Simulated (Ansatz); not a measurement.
**AlClF2 (SMILES [F][Al]([F])[Cl]) at 6 levels**

Wanted: a comparison of 6 runs (B2PLYP/STO-3G, SVWN5/STO-3G, UPBE/STO-3G, MP2/STO-3G, CCSD/STO-3G, UCCSD(T)/STO-3G) of AlClF2. 

The calculation is run with Ansatz 0.2.0.

53 further runs of the same task are left out: 4 that didn't finish, 49 set aside as unsound or not needed.

## 1. The molecule

AlClF2: 4 atoms, total charge 0, spin state singlet. SMILES: `[F][Al]([F])[Cl]`. The Cl4–Al2 distance was set to 5.152 Å, away from the relaxed value. At this shape a bond of the SMILES string is far longer than usual.

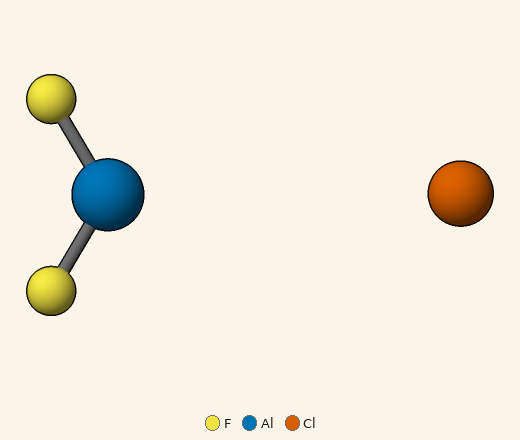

The structure, seen from a chosen angle (fluorine yellow, aluminium blue, chlorine orange).

## 2. A single-point energy at B2PLYP/STO-3G (run 1)

run.yaml reads:

```yaml
crystal:
  periodic: [false, false, false]
  atoms:
    - {symbol: F, position_ang: [3.111112, -0.828596, 2.787852]}
    - {symbol: Al, position_ang: [2.183192, -1.601106, 1.691782]}
    - {symbol: F, position_ang: [2.387402, -3.204176, 1.473552]}
    - {symbol: Cl, position_ang: [-1.339980, 0.982810, -1.038560]}
basis:
  gaussian: {orbitals: STO-3G}
hamiltonian: {xc: {name: B2PLYP}}
correlation: {frozen_orbitals: {Al: 5, Cl: 5, F: 1}}
accuracy: high
```

The run is started by

```bash
$ ansatz run run.yaml --threads 1 --pin off --max-ram 3480MiB --events-out events.jsonl --progress --plain --runs-dir runs
```

What it wrote:

```text
Warning: RAYON_NUM_THREADS=1 ignored (pool sized by the plan → 1); use --threads N
Functional definition: B2PLYP
  name "B2PLYP"
  parameter a = 0.53
  parameter c = 0.27
  exchange = (1 - a)*b88_x + a*exact_x
  correlation = (1 - c)*lyp_c + c*(mp2_os + mp2_ss)
467 factors; integrals over basis functions are off by at most 2.8e-8 eV
mean field evaluation 1: about -24235.8963 eV, gradient 2.9e1 eV
mean field evaluation 2: about -24235.9020 eV, gradient 2.9e1 eV
mean field evaluation 4: about -24239.5454 eV, gradient 1.0e1 eV
mean field evaluation 8: about -24223.7797 eV, gradient 8.9e0 eV
mean field evaluation 16: about -24241.3048 eV, gradient 1.6e-8 eV
mean field evaluation 32: about -24241.3043 eV, gradient 4.2e-2 eV
mean field evaluation 64: about -24194.3024 eV, gradient 1.8e1 eV
mean field -24241.30479866 eV, -890.8515200041 hartree, gradient 9.9e-8 eV, S^2 0.000000; 4 other end points of the search recorded, 0 dependent functions left out; unrestricted orbitals would lower it
12 core orbitals not correlated: weight in the atoms' cores, before any rotation towards them, 1.000 or more for the frozen orbitals, at most 0.000 for the correlated occupied ones
reference -24241.30481909 eV, -890.8515207548 hartree; 12, 12 occupied and 4, 4 virtual orbitals, 467 factors
second order -7.70864655 eV of doubles, -0.00000000 eV of singles
Total energy: -24243.38615365 eV, -890.9280083895 hartree
```

Wall time 3.6 s (1 thread of Arm Neoverse V2, shared host); peak memory 0.12 GiB.

## 3. The energy at SVWN5/STO-3G (run 2)

in.yaml reads:

```yaml
crystal:
  periodic: [false, false, false]
  atoms:
    - {symbol: F, position_ang: [3.111112, -0.828596, 2.787852]}
    - {symbol: Al, position_ang: [2.183192, -1.601106, 1.691782]}
    - {symbol: F, position_ang: [2.387402, -3.204176, 1.473552]}
    - {symbol: Cl, position_ang: [-1.339980, 0.982810, -1.038560]}
basis:
  gaussian:
    orbitals: STO-3G
hamiltonian:
  xc: {name: SVWN5}
accuracy: high
```

The run is started by

```bash
$ ansatz run in.yaml --threads 1 --pin off --max-ram 3480MiB --events-out events.jsonl --progress --plain --runs-dir runs
```

What it wrote:

```text
Warning: RAYON_NUM_THREADS=1 ignored (pool sized by the plan → 1); use --threads N
Functional definition: SVWN5
  name "SVWN5"
  exchange = slater_x
  correlation = vwn5_c
467 factors; integrals over basis functions are off by at most 2.8e-8 eV
mean field evaluation 1: about -24144.6918 eV, gradient 2.9e1 eV
mean field evaluation 2: about -23847.0661 eV, gradient 3.6e1 eV
mean field evaluation 4: about -24147.8435 eV, gradient 5.7e0 eV
mean field evaluation 8: about -24147.8435 eV, gradient 5.7e0 eV
mean field evaluation 16: about -24149.9191 eV, gradient 1.3e1 eV
mean field evaluation 32: about -24150.9682 eV, gradient 4.3e-5 eV
mean field evaluation 64: about -24150.9682 eV, gradient 1.7e-4 eV
mean field -24150.96819767 eV, -887.5317111500 hartree, gradient 6.8e-8 eV, S^2 0.000000; 4 other end points of the search recorded, 0 dependent functions left out
reference -24150.96819962 eV, -887.5317112219 hartree; 24, 24 occupied and 4, 4 virtual orbitals, 467 factors
Total energy: -24150.96819962 eV, -887.5317112219 hartree
```

Run time: 2.3 s. Hardware: 1 thread of Arm Neoverse V2, shared host; peak memory 0.1 GiB.

Runs 3 to 5 aren't shown in full; the table further down has their settings and results.

## 4. The energy at UCCSD(T)/STO-3G (run 6)

Edit run.yaml of step 2 so:

```diff
@@ -9,4 +9,5 @@
   gaussian: {orbitals: STO-3G}
-hamiltonian: {xc: {name: B2PLYP}}
-correlation: {frozen_orbitals: {Al: 5, Cl: 5, F: 1}}
+magnetization: {spin_polarized: true}
+correlation: {method: ccsd_t, frozen_orbitals: {Al: 5, Cl: 5, F: 1}}
 accuracy: high
+scf: {omitted_lower_state_checks: [cluster_reference, increment]}
```

The run is started by

```bash
$ ansatz run run.yaml --threads 1 --pin off --max-ram 3480MiB --events-out events.jsonl --progress --plain --runs-dir runs
```

What it wrote:

```text
Warning: RAYON_NUM_THREADS=1 ignored (pool sized by the plan → 1); use --threads N
[... 17 lines left out ...]
12 core orbitals not correlated: weight in the atoms' cores, before any rotation towards them, 1.000 or more for the frozen orbitals, at most 0.000 for the correlated occupied ones
[... 30 lines left out ...]
Total energy: -24210.31722455 eV, -889.7127476597 hartree
Checks for a lower state left out: cluster_reference, increment
```

It took 1.2 s on 1 thread of Arm Neoverse V2, shared host.

## 5. All runs side by side

| run | level | frozen core orbitals | energy (Eh) | wall time |
| --- | --- | --- | --- | --- |
| 1 | B2PLYP/STO-3G | 12 | -890.928008 | 3.6 s |
| 2 | SVWN5/STO-3G | – | -887.531711 | 2.3 s |
| 3 | UPBE/STO-3G | – | -890.909724 | 20 s |
| 4 | MP2/STO-3G | 12 | -889.658782 | 0.44 s |
| 5 | CCSD/STO-3G | 12 | -889.694360 | 0.5 s |
| 6 | UCCSD(T)/STO-3G | 12 | -889.712748 | 1.2 s |

## 6. Results

```
                                           quantity          value
                                run 6: total energy  -889.71275 Eh
run 6: correlation energy (12 core orbitals frozen)      -66.6 mEh
                              run 6: (T) correction      -6.62 mEh
           run 6: ⟨S²⟩ of the reference determinant          1.008
                               run 6: T1 diagnostic          0.017
```

Totals of different functionals can't be ranked against each other. In run 5 the T1 diagnostic is large, so a single reference may not serve. In runs 1, 4, 5 the log says that unrestricted orbitals would lower the reference, so the values rest on an unstable closed-shell determinant (other closed-shell runs at this shape may share the fault). In runs 1, 2, 3, 4, 5, 6 the basis is minimal, so the values are rough. Spin contamination of the reference: run 6 ⟨S²⟩ = 1.01, run 3 ⟨S²⟩ = 0.62. Where it is this large, the reference is a mixture of spin states, and values that rest on it are in doubt. All runs together took 29 s, the longest 20 s.
